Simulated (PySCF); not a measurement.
## A study: CHCl3, SMILES `ClC(Cl)Cl`

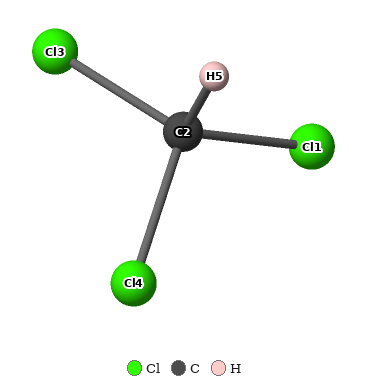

The molecule, with its atoms numbered as below. No frequency check shows the geometry to be a minimum.

Coordinates in Å:

```
Cl1      1.6183   -0.4339    0.0874
C2       0.0001   -0.0001   -0.4811
Cl3     -1.1850   -1.1845    0.0874
Cl4     -0.4334    1.6184    0.0874
H5      -0.0000   -0.0000   -1.5724
```

Part 1: Bonding charge

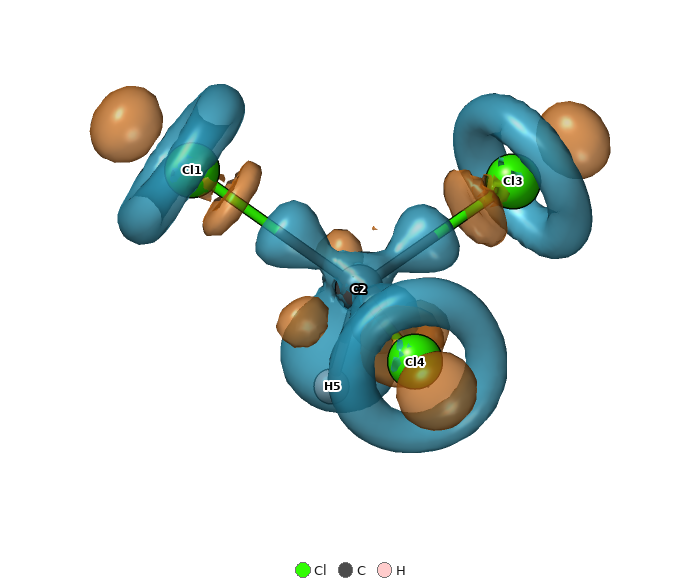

Deformation density (molecule less spherical, spin-averaged free atoms at the same positions), surfaces at ±0.14 e/Å³; light blue: gain, orange: loss.

Computed with PySCF, HF/def2-SVPD, geometry: GFN2-xTB.

Q: Describe the bonding that the map shows.

A: C2–H5: +0.85 e/Å³ at the bond critical point (bond length 1.09 Å). Cl1–C2, C2–Cl3 and C2–Cl4: +0.28 e/Å³ at the bond critical point (bond length 1.77 Å). In all, 1.5 electrons gather in the regions of gain relative to the promolecule.

Q: Where do the Hirshfeld charges lie?

A: The highest Hirshfeld charge is on H5 (+0.08 e), the lowest on Cl1, Cl3 and Cl4 (−0.05 e).

Part 2: Electrostatic potential

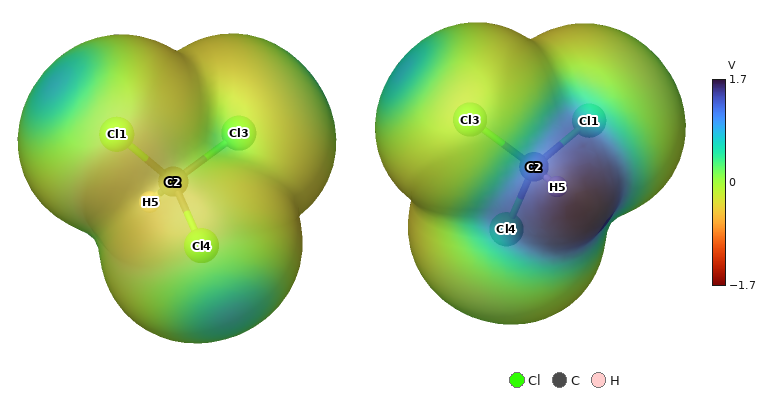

Electrostatic potential on the surface of electron density 0.001 a.u. (back view left, front view right).

Q: Where are the extremes of the potential on the surface?

A: Highest: 1.68 V, 1.3 Å from H5. Further maxima include 0.74 V, 1.9 Å from Cl1, and at like points elsewhere; 0.28 V, over the middle of Cl1, C2, Cl3 and Cl4, about 2.1 Å from them. Lowest: −0.40 V, 2.1 Å from Cl3, and at like points elsewhere. The surface is sampled at points, so like sites can differ by a few per cent and only the strongest of them is named.

Q: Does Cl1 carry a σ-hole?

A: Yes: a local maximum of +0.74 V lies on the extension of the C2–Cl1 bond.

Q: What volume does the surface enclose, and what is the dipole moment?

A: About 106 Å³; the dipole moment is 1.2 D.

Part 3: Excited states

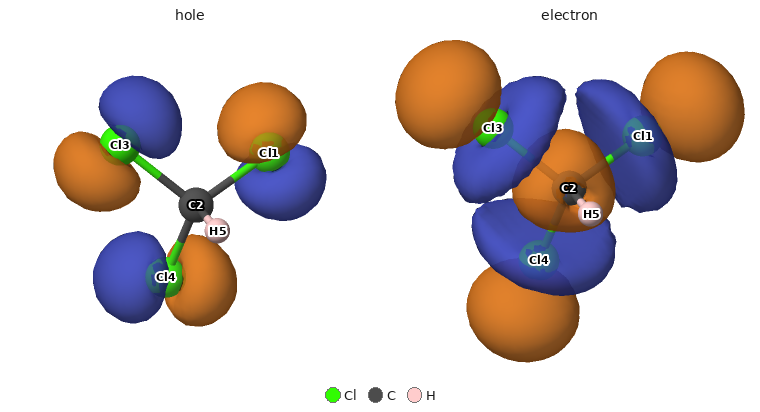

Leading natural transition orbital pair of S₁ (full linear response singlet states); the surfaces enclose about 78 % of each orbital's density.

Method: BHandHLYP/def2-SVPD; geometry: GFN2-xTB; program: PySCF.

Q: Give its energy and the atoms that hole and electron lie on.

A: 6.85 eV (181 nm), f = 0.000 (dark), partly diffuse acceptor orbital; the leading pair carries 90 %; hole on Cl1, Cl3 and Cl4 (32 % each), electron on C2 (25 %) and Cl1, Cl3 and Cl4 (24 % each) (atom shares of so diffuse an orbital are rough); their centroids lie 0.1 Å apart. In canonical orbitals it is mainly HOMO → LUMO (87 %). The HOMO–LUMO gap is 10.28 eV.

Part 4: In an electric field

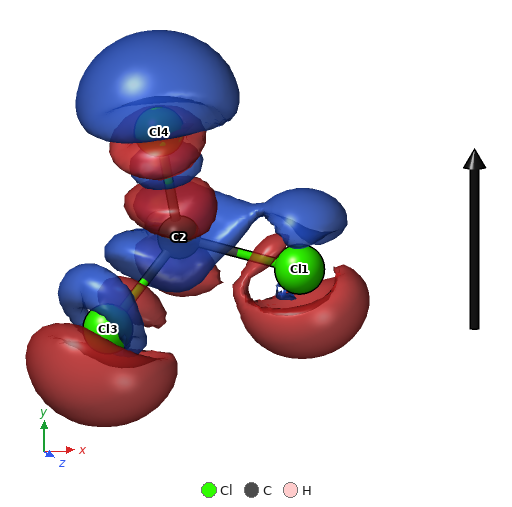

Change of the electron density in a uniform field of 0.51 V/Å along +y (arrow), surfaces at ±0.004 e/Å³ (red: gain, blue: loss).

Method: PBE0/def2-SVP; geometry: GFN2-xTB; program: PySCF. A basis without diffuse functions makes polarisabilities too small.

The field was applied in both directions; the picture shows the one opposite to the script's first.

Q: What dipole is induced, and what polarisability does it imply?

A: The induced dipole is 1.08 D (along the field); α along this axis, from the fields in both directions, is 43 bohr³ (6.3 Å³).

Part 5: Removing or adding an electron

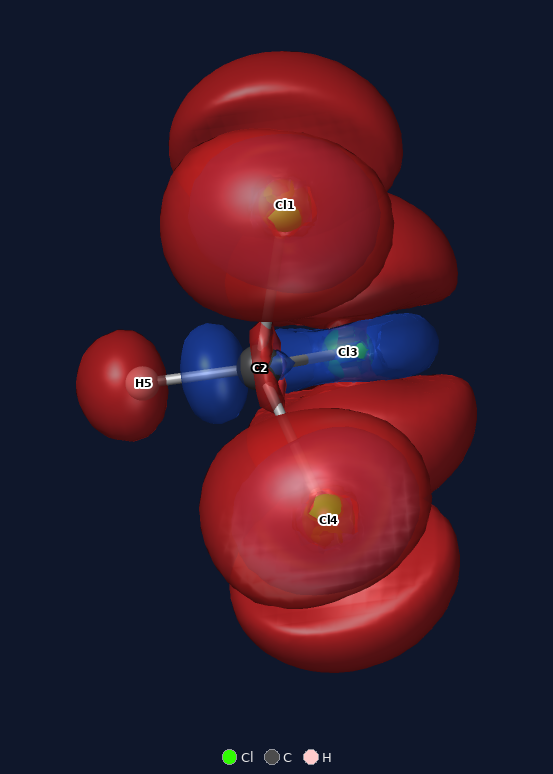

Fukui function f⁻ = ρ(N) − ρ(N−1) at fixed geometry, surfaces at ±0.015 e/Å³ (red positive, blue negative).

Method: M06-2X/def2-SVPD; geometry: GFN2-xTB; program: PySCF.

Q: On which atoms does the density change most on removal of an electron?

A: f⁻ (Hirshfeld-condensed) is largest on Cl1, Cl3 and Cl4 (0.31 each); the vertical ionisation energy is 11.61 eV. Condensed values hint at sites of electrophilic attack but needn't mark the atom that reacts. Orbital relaxation makes it negative in places (0.13 e in all).

Part 6: Localised orbitals

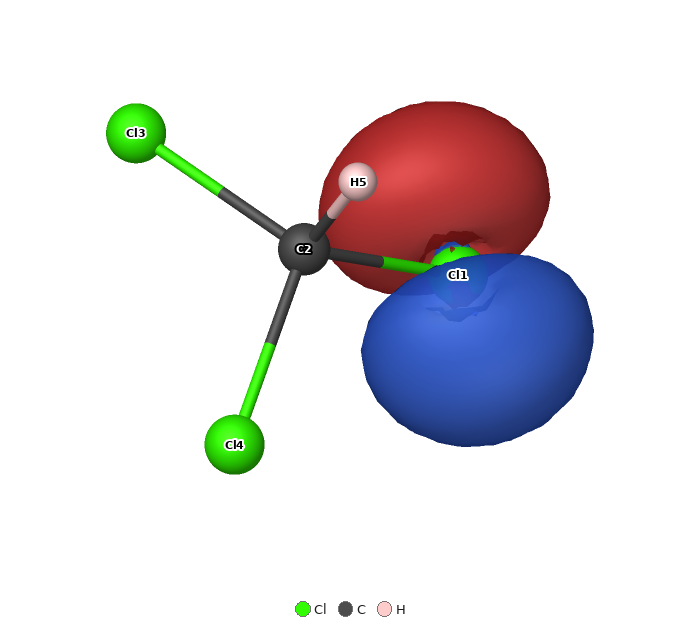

Pipek–Mezey orbitals, occupied; each surface holds about 70 % of the orbital's density. Energies are diagonal elements of the Fock matrix.

Computed with PySCF, ωB97X/aug-cc-pVDZ, geometry: GFN2-xTB.

Q: What does this orbital represent?

A: Lone pair on Cl1 (p-type) (Cl1 98 %; −12.5 eV).

Q: How do all the valence pairs divide up?

A: 13 pairs: 9 lone pairs and 4 σ bonds.
